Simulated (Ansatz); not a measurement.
**Geometry relaxation of SiN₂H₈O (part 2 of 2)**

SiN₂H₈O; RKS PBE/6-31G* (Ansatz 0.2.0). The input holds or restrains some coordinates. It belongs to a series of runs on one base structure; here: pulled along the bonds that form and break, towards end B.

Geometry of the input (Å):
```
Si 0.0000  0.0000  0.0000
H  0.0000  0.0000  1.8100
N  1.7163  0.0000  -0.6061
H  2.2145  -0.9180  -0.7868
H  2.2175  0.9180  -0.7783
H  -0.6877  1.1914  -0.4862
N  -0.8572  -1.4851  -0.6061
H  -1.3922  -2.1014  0.0704
H  -0.8219  -1.7344  -1.6357
O  -1.8790  0.0000  0.6243
H  -2.4241  -0.6297  0.0530
H  -0.9605  0.0000  1.7351
```

**Trajectory as extended XYZ, continued**
```
12
Properties=species:S:1:pos:R:3:forces:R:3 step=8 energy=-13025.12461
Si   -0.4559    0.0291   -0.4958   -0.1682   0.0797  -0.7685
H     0.3158   -0.0458    2.0642    1.2607  -0.1319   0.0402
N     1.2707   -0.0098   -0.4068    0.4314  -0.9018   0.4542
H     1.8267   -0.8586   -0.1450   -0.6692   0.9706  -0.1119
H     1.8307    0.8338   -0.4933    0.0955   0.0928   0.0700
H    -0.5788    1.3448   -1.2558   -0.1034  -0.4229  -0.0535
N    -0.7265   -1.6387   -0.9520   -0.3026  -0.2423  -0.3658
H    -1.5779   -2.1322   -0.6553    0.1753   0.2059  -0.3396
H    -0.3593   -2.0410   -1.8251   -0.0262   0.1774   0.4091
O    -1.7464    0.2731    0.5819   -0.1946  -0.2859  -0.0432
H    -2.3076   -0.5311    0.6832    0.3847   0.3767   0.1706
H    -0.3659    0.0173    2.2933   -0.8834   0.0815   0.5386
12
Properties=species:S:1:pos:R:3:forces:R:3 step=9 energy=-13025.33962
Si   -0.4748    0.0056   -0.5254   -0.2467   0.3481  -0.7119
H     0.3643   -0.0589    2.0179    1.5615  -0.1871  -0.1492
N     1.2430   -0.0030   -0.3408   -0.2287   0.3145  -0.0815
H     1.7631   -0.8041   -0.0111    0.1658  -0.2392   0.2566
H     1.8054    0.8424   -0.4330   -0.0525  -0.0477   0.0649
H    -0.6284    1.2487   -1.3915   -0.0480  -0.3642   0.0963
N    -0.7716   -1.6378   -1.0086   -0.1519  -0.2754  -0.2059
H    -1.6655   -2.1040   -0.8272    0.1301   0.1778  -0.2377
H    -0.2938   -2.0515   -1.8162   -0.0652   0.1108   0.2676
O    -1.7050    0.3004    0.6023   -0.3755  -0.4923  -0.1163
H    -2.2190   -0.5123    0.8404    0.4974   0.5280   0.0196
H    -0.2920    0.0153    2.2867   -1.1863   0.1268   0.7975
12
Properties=species:S:1:pos:R:3:forces:R:3 step=10 energy=-13025.43595
Si   -0.4881    0.0042   -0.5519   -0.0625   0.3652  -0.5887
H     0.3700   -0.1647    1.9798    1.4968  -0.2495  -0.1527
N     1.2218    0.0301   -0.3079    0.0613   0.0822  -0.0734
H     1.7318   -0.7142    0.1648    0.0263   0.0626   0.0153
H     1.7910    0.8549   -0.5127   -0.1596  -0.1572   0.1523
H    -0.6553    1.1941   -1.4706   -0.0228  -0.2310   0.0303
N    -0.7812   -1.6461   -1.0063   -0.2909  -0.2948  -0.0957
H    -1.7185   -2.0535   -0.9252    0.1641   0.1401  -0.1738
H    -0.2622   -2.0798   -1.7757   -0.0290   0.1267   0.2166
O    -1.6834    0.3445    0.5926   -0.4392  -0.4907  -0.1154
H    -2.1241   -0.4687    0.9435    0.3980   0.4905  -0.0572
H    -0.2761   -0.0599    2.2632   -1.1426   0.1558   0.8424
12
Properties=species:S:1:pos:R:3:forces:R:3 step=11 energy=-13025.50156
Si   -0.4916    0.0006   -0.5804   -0.2402   0.0188  -0.4778
H     0.3492   -0.1633    1.9550    1.3479  -0.1848  -0.1689
N     1.2144    0.0286   -0.3167    0.1591  -0.1276   0.0144
H     1.7207   -0.6820    0.2154   -0.0912   0.1266  -0.0601
H     1.7597    0.8773   -0.4595   -0.0526  -0.0109   0.0625
H    -0.6794    1.1293   -1.5591   -0.0142  -0.0646   0.1137
N    -0.8131   -1.6531   -1.0140   -0.4005  -0.3389  -0.1389
H    -1.7880   -1.9933   -1.0630    0.5304   0.2249  -0.0780
H    -0.2303   -2.1053   -1.7263   -0.1253   0.0973   0.1775
O    -1.6535    0.3507    0.5882   -0.6468  -0.6403   0.1086
H    -1.9796   -0.4609    1.0708    0.4514   0.8079  -0.4643
H    -0.2828   -0.0878    2.2832   -0.9181   0.0916   0.9111
12
Properties=species:S:1:pos:R:3:forces:R:3 step=12 energy=-13025.54058
Si   -0.5175   -0.0192   -0.5798   -0.2657   0.0625  -0.5874
H     0.3819   -0.1306    1.9395    1.5190  -0.2745  -0.2519
N     1.2015   -0.0152   -0.3585    0.0862  -0.0239   0.0710
H     1.6690   -0.7079    0.2256    0.0067  -0.0174   0.0045
H     1.7141    0.8663   -0.3636   -0.0594   0.0165   0.0138
H    -0.7277    1.1222   -1.5354    0.0028  -0.0582   0.0745
N    -0.8350   -1.6683   -1.0385   -0.1336  -0.0477   0.0290
H    -1.7939   -1.9460   -1.2573    0.0728   0.0117   0.0312
H    -0.1721   -2.1489   -1.6472    0.0106   0.0764  -0.0203
O    -1.6794    0.3354    0.5919   -0.1384   0.1016  -0.4000
H    -1.8698   -0.4320    1.1624   -0.0178  -0.0707   0.0233
H    -0.2454   -0.0149    2.2545   -1.0832   0.2237   1.0124
12
Properties=species:S:1:pos:R:3:forces:R:3 step=13 energy=-13025.54183
Si   -0.5132   -0.0343   -0.5955   -0.0925  -0.0133  -0.3643
H     0.3584   -0.1503    1.9318    1.4419  -0.5410  -0.2568
N     1.2040   -0.0296   -0.3337   -0.0734   0.0076  -0.1227
H     1.6681   -0.7320    0.2411   -0.0186  -0.0062  -0.0031
H     1.6978    0.8621   -0.3068   -0.0006  -0.0025   0.0230
H    -0.7272    1.1184   -1.5309    0.0372  -0.0431  -0.0065
N    -0.8310   -1.6866   -1.0487    0.0797   0.0407  -0.0625
H    -1.7949   -1.9809   -1.2071   -0.0169   0.0285  -0.0347
H    -0.2117   -2.0914   -1.7524   -0.0102  -0.0574   0.0155
O    -1.6615    0.3104    0.5823   -0.3426   0.0694  -0.2443
H    -1.8489   -0.4591    1.1532    0.0182   0.0045   0.0040
H    -0.2142    0.1140    2.2601   -1.0222   0.5128   1.0524
12
Properties=species:S:1:pos:R:3:forces:R:3 step=14 energy=-13025.56770 accepted=F
Si   -0.5181   -0.0429   -0.5860   -0.2308   0.0307  -0.5027
H     0.4198    0.0385    1.9286   -0.5083  -0.0859   0.7635
N     1.2028   -0.0505   -0.3558    0.0402   0.1711   0.0329
H     1.6578   -0.7572    0.2185    0.0369  -0.0843   0.0558
H     1.6929    0.8447   -0.2895   -0.0553  -0.0918  -0.0217
H    -0.7259    1.1130   -1.5180    0.0054  -0.0171   0.0156
N    -0.8424   -1.6846   -1.0677    0.0526   0.0205   0.0115
H    -1.8025   -1.9578   -1.2744   -0.0392  -0.0064  -0.0117
H    -0.1946   -2.1160   -1.7281   -0.0045   0.0013  -0.0053
O    -1.6648    0.3030    0.5965   -0.2320   0.1319  -0.4299
H    -1.8393   -0.4631    1.1702   -0.0497  -0.1391   0.0908
H    -0.2599    0.0138    2.2995    0.9846   0.0692   0.0011
12
Properties=species:S:1:pos:R:3:forces:R:3 step=15 energy=-13025.57052 accepted=F
Si   -0.5154   -0.0365   -0.5876   -0.1827   0.0066  -0.4895
H     0.3888   -0.0583    1.9333    0.8827  -0.1360   0.0352
N     1.2037   -0.0368   -0.3500    0.0209   0.0166   0.0173
H     1.6645   -0.7396    0.2275   -0.0029  -0.0201   0.0044
H     1.6968    0.8554   -0.3074   -0.0185  -0.0103   0.0034
H    -0.7232    1.1136   -1.5266    0.0042  -0.0154   0.0131
N    -0.8359   -1.6831   -1.0571   -0.0023   0.0263   0.0133
H    -1.7987   -1.9647   -1.2428   -0.0065   0.0105  -0.0132
H    -0.2002   -2.1107   -1.7306    0.0178  -0.0159  -0.0144
O    -1.6649    0.3108    0.5910   -0.2687   0.0719  -0.3335
H    -1.8471   -0.4576    1.1632   -0.0151  -0.0477   0.0284
H    -0.2427    0.0485    2.2805   -0.4290   0.1136   0.7354
12
Properties=species:S:1:pos:R:3:forces:R:3 step=16 energy=-13025.55335
Si   -0.5145   -0.0363   -0.5900   -0.1472   0.0002  -0.4611
H     0.3723   -0.1050    1.9347    1.3652  -0.3631  -0.2200
N     1.2039   -0.0340   -0.3450   -0.0043   0.0130  -0.0291
H     1.6655   -0.7360    0.2326   -0.0068  -0.0168   0.0025
H     1.6957    0.8590   -0.3051   -0.0143  -0.0098   0.0105
H    -0.7238    1.1137   -1.5287    0.0106  -0.0198   0.0068
N    -0.8331   -1.6846   -1.0549    0.0198   0.0309  -0.0064
H    -1.7968   -1.9714   -1.2279   -0.0116   0.0162  -0.0220
H    -0.2053   -2.1024   -1.7424    0.0112  -0.0301  -0.0038
O    -1.6635    0.3102    0.5883   -0.2932   0.0684  -0.2990
H    -1.8466   -0.4584    1.1605   -0.0036  -0.0290   0.0226
H    -0.2281    0.0860    2.2714   -0.9257   0.3398   0.9990
12
Properties=species:S:1:pos:R:3:forces:R:3 step=17 energy=-13025.55707
Si   -0.5248   -0.0457   -0.5818   -0.0945  -0.0988  -0.4743
H     0.3996   -0.0090    1.9294    1.4241  -0.3146  -0.2698
N     1.1940   -0.0580   -0.3350   -0.0031   0.0223  -0.0343
H     1.6481   -0.7778    0.2269   -0.0073  -0.0086   0.0094
H     1.6869    0.8324   -0.2640    0.0013  -0.0118   0.0102
H    -0.7235    1.1155   -1.5049   -0.0255   0.0244   0.0097
N    -0.8405   -1.6849   -1.0819    0.0009   0.0324   0.0011
H    -1.8019   -1.9626   -1.2813   -0.0020   0.0046  -0.0160
H    -0.1986   -2.0952   -1.7611   -0.0032  -0.0150  -0.0058
O    -1.6724    0.2741    0.6045   -0.2938   0.0433  -0.2880
H    -1.8369   -0.5034    1.1717   -0.0016  -0.0091   0.0077
H    -0.2044    0.1553    2.2711   -0.9952   0.3309   1.0500
12
Properties=species:S:1:pos:R:3:forces:R:3 step=18 energy=-13025.57297
Si   -0.5250   -0.0672   -0.5777   -0.1195  -0.1537  -0.4469
H     0.3728    0.1192    1.9434    1.3560  -0.2924  -0.3428
N     1.1964   -0.0964   -0.3427    0.0029   0.0637   0.0343
H     1.6438   -0.8377    0.1979   -0.0170   0.0197   0.0094
H     1.6874    0.7924   -0.2286   -0.0121  -0.0727   0.0040
H    -0.7296    1.1203   -1.4636   -0.0262   0.0373  -0.0005
N    -0.8486   -1.6908   -1.1272    0.0306   0.0430  -0.0244
H    -1.8108   -1.9542   -1.3437    0.0141   0.0060  -0.0057
H    -0.2040   -2.0811   -1.8175   -0.0394   0.0024   0.0199
O    -1.6566    0.2187    0.6316   -0.3283  -0.0492  -0.3130
H    -1.7970   -0.5711    1.1908    0.0097   0.0410  -0.0213
H    -0.2030    0.2888    2.3310   -0.8708   0.3551   1.0871
12
Properties=species:S:1:pos:R:3:forces:R:3 step=19 energy=-13025.55753
Si   -0.5288   -0.1152   -0.5521   -0.3177   0.3377  -0.5995
H     0.4262    0.3092    1.9110    1.4872  -0.2226  -0.3395
N     1.1852   -0.1532   -0.2902    0.0281  -0.1074  -0.0438
H     1.6033   -0.8865    0.2809    0.0321  -0.0846  -0.0133
H     1.7093    0.7140   -0.1974   -0.0306   0.1284   0.0180
H    -0.7779    1.1355   -1.3605    0.1564  -0.1857   0.0309
N    -0.8546   -1.6926   -1.2044   -0.0947  -0.0596   0.0354
H    -1.8152   -1.9308   -1.4505   -0.0646   0.0105   0.0589
H    -0.2178   -2.0600   -1.9082    0.1528  -0.0070  -0.0556
O    -1.6741    0.1238    0.6553   -0.2327  -0.0833  -0.2806
H    -1.7555   -0.6502    1.2419   -0.0596  -0.1106   0.0873
H    -0.1743    0.4467    2.2678   -1.0566   0.3842   1.1019
12
Properties=species:S:1:pos:R:3:forces:R:3 step=20 energy=-13025.57066
Si   -0.5324   -0.1124   -0.5497   -0.1414  -0.1489  -0.4168
H     0.4115    0.3969    1.9025    1.4867  -0.2007  -0.3507
N     1.1861   -0.1727   -0.2984   -0.0086  -0.0097  -0.0119
H     1.6141   -0.9527    0.2025   -0.0335   0.0056   0.0009
H     1.6876    0.6955   -0.1146    0.0251   0.0316  -0.0056
H    -0.7430    1.1380   -1.3446    0.0020   0.0093  -0.0022
N    -0.8580   -1.6872   -1.2177    0.0220   0.0305   0.0133
H    -1.8231   -1.9340   -1.4373   -0.0057  -0.0134  -0.0174
H    -0.2196   -2.0351   -1.9339   -0.0148  -0.0093  -0.0142
O    -1.6700    0.0850    0.6723   -0.2868  -0.0943  -0.2469
H    -1.7414   -0.7048    1.2442   -0.0130   0.0111  -0.0379
H    -0.1861    0.5242    2.2684   -1.0322   0.3883   1.0894
12
Properties=species:S:1:pos:R:3:forces:R:3 step=21 energy=-13025.61535 accepted=F
Si   -0.5402   -0.1297   -0.5336   -0.1498  -0.2005  -0.4675
H     0.4328    0.4062    1.9203    0.5942  -0.0379   0.1607
N     1.1788   -0.1978   -0.2860    0.0701   0.0135   0.0391
H     1.6004   -0.9900    0.2042   -0.0344   0.0579  -0.0339
H     1.6827    0.6681   -0.0815   -0.0460  -0.0896  -0.0152
H    -0.7486    1.1410   -1.2995   -0.0126  -0.0094   0.0260
N    -0.8631   -1.6872   -1.2513   -0.0138   0.0691   0.0303
H    -1.8267   -1.9252   -1.4915    0.0329   0.0027   0.0088
H    -0.2183   -2.0169   -1.9714   -0.0197   0.0196   0.0093
O    -1.6755    0.0319    0.6978   -0.2124  -0.1674  -0.2104
H    -1.7382   -0.7740    1.2512    0.0005   0.0855  -0.0637
H    -0.1585    0.7144    2.2350   -0.2091   0.2565   0.5165
12
Properties=species:S:1:pos:R:3:forces:R:3 step=22 energy=-13025.58939 accepted=F
Si   -0.5320   -0.1157   -0.5419   -0.1466  -0.1181  -0.4833
H     0.4077    0.3255    1.9252    0.7853  -0.1191   0.1090
N     1.1873   -0.1728   -0.3004    0.0278  -0.0075   0.0119
H     1.6155   -0.9497    0.2053   -0.0122   0.0123  -0.0086
H     1.6915    0.6977   -0.1271   -0.0206  -0.0274   0.0051
H    -0.7429    1.1373   -1.3341   -0.0057   0.0054   0.0088
N    -0.8579   -1.6870   -1.2205   -0.0149   0.0257   0.0217
H    -1.8226   -1.9332   -1.4448    0.0083  -0.0013  -0.0011
H    -0.2201   -2.0313   -1.9392   -0.0021   0.0048  -0.0023
O    -1.6664    0.0781    0.6839   -0.2903  -0.1249  -0.2676
H    -1.7533   -0.7236    1.2375    0.0033   0.0362  -0.0219
H    -0.1810    0.6156    2.2500   -0.3324   0.3141   0.6284
12
Properties=species:S:1:pos:R:3:forces:R:3 step=23 energy=-13025.57668 accepted=F
Si   -0.5319   -0.1146   -0.5447   -0.1425  -0.1182  -0.4586
H     0.4116    0.3664    1.9125    1.3249  -0.2629  -0.2193
N     1.1869   -0.1731   -0.2990    0.0081  -0.0088  -0.0025
H     1.6141   -0.9510    0.2056   -0.0154   0.0028   0.0004
H     1.6902    0.6963   -0.1217    0.0016   0.0030   0.0004
H    -0.7421    1.1372   -1.3380   -0.0027   0.0088   0.0028
N    -0.8580   -1.6869   -1.2190   -0.0007   0.0196   0.0159
H    -1.8230   -1.9335   -1.4404    0.0008  -0.0062  -0.0085
H    -0.2207   -2.0324   -1.9375   -0.0056  -0.0023  -0.0072
O    -1.6679    0.0811    0.6790   -0.2910  -0.1037  -0.2597
H    -1.7508   -0.7166    1.2383   -0.0051   0.0133  -0.0194
H    -0.1827    0.5678    2.2584   -0.8725   0.4547   0.9555
12
Properties=species:S:1:pos:R:3:forces:R:3 step=24 energy=-13025.57329
Si   -0.5318   -0.1150   -0.5455   -0.1510  -0.1050  -0.4572
H     0.4150    0.3898    1.9063    1.4509  -0.2332  -0.3130
N     1.1866   -0.1739   -0.2977    0.0050  -0.0062  -0.0076
H     1.6125   -0.9515    0.2080   -0.0142  -0.0029   0.0038
H     1.6904    0.6949   -0.1203    0.0060   0.0120  -0.0024
H    -0.7427    1.1376   -1.3385    0.0034   0.0009   0.0033
N    -0.8582   -1.6871   -1.2193    0.0022   0.0158   0.0136
H    -1.8232   -1.9335   -1.4407   -0.0021  -0.0062  -0.0078
H    -0.2212   -2.0333   -1.9376   -0.0030  -0.0030  -0.0083
O    -1.6691    0.0816    0.6768   -0.2857  -0.0995  -0.2534
H    -1.7503   -0.7141    1.2388   -0.0098   0.0035  -0.0183
H    -0.1824    0.5453    2.2634   -1.0017   0.4237   1.0474
```

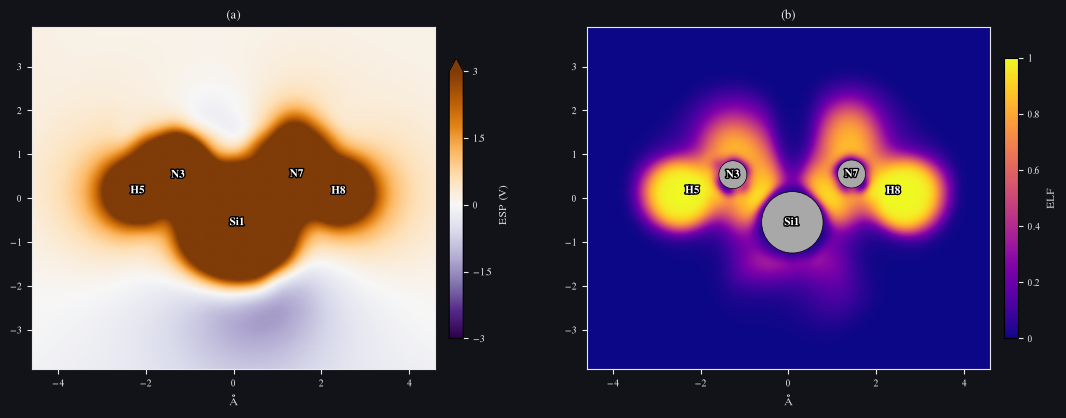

Fig. 1: (a) electrostatic potential; (b) ELF on the plane of atoms Si1, N7 and H8. Grey discs, where drawn, cover atomic cores. Atoms in the plane: Si, N and H. N–H (1.02 Å): the ELF climbs to about 1 towards the hydrogen, as it does in any bond to H (a covalent bond by its length).

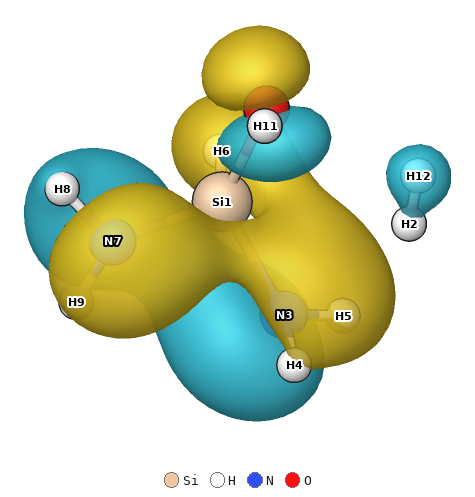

Fig. 2: The HOMO−1 at ±0.08 Å⁻³ᐟ² (yellow and cyan are the two phases), seen at a tilt. Its energy is −5.89 eV.

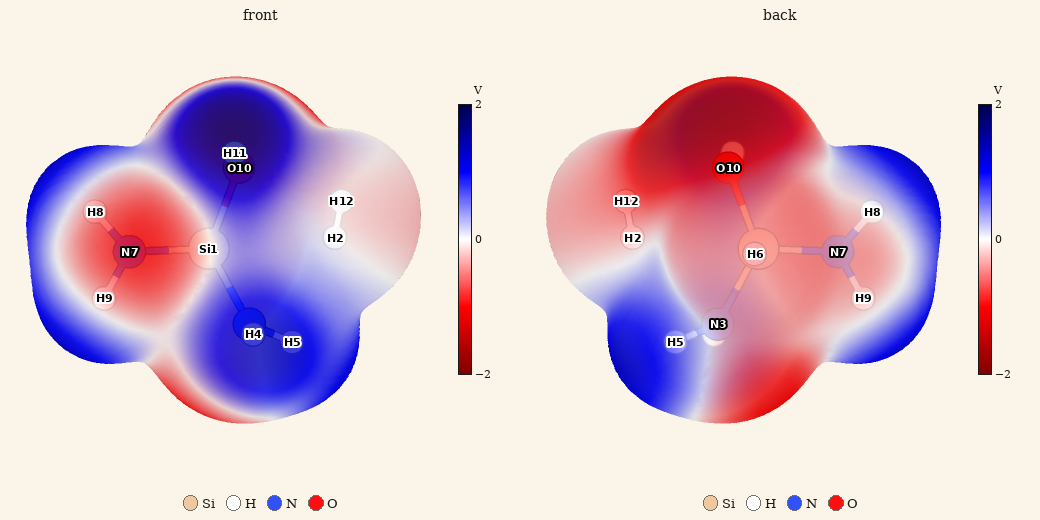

Fig. 3: The molecular electrostatic potential painted on the density surface at 0.001 e/bohr³, seen face on and from behind; red is negative and blue positive.
